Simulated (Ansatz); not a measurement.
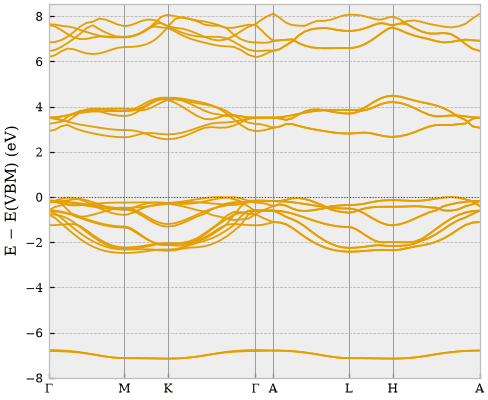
Fig. 1. Band structure from PBE (plane waves, PAW; program Ansatz)

The gap is 2.56 eV; an edge lies off the plotted path or next to a special point (maximum off the standard path, minimum at K).

The material is PbI$_{2}$ in space group P6_3/mmc (No. 194; Pb on 2c, I on 4f).

The cell is a constructed one: a structure type filled with these elements; neither database checked (COD, Materials Project) lists it. It is not the phase usual at ambient conditions (space group No. 164). Symmetry was held in the PBE relaxation; whether a distortion lowers the energy is not shown. A crystal of weakly bound layers computed without a dispersion correction: the cell and the soft elastic constants depend strongly on that. Scalar-relativistic: spin–orbit coupling is off unless named, which matters more the heavier the elements.

Potentials: the later of the program's two PAW sets.
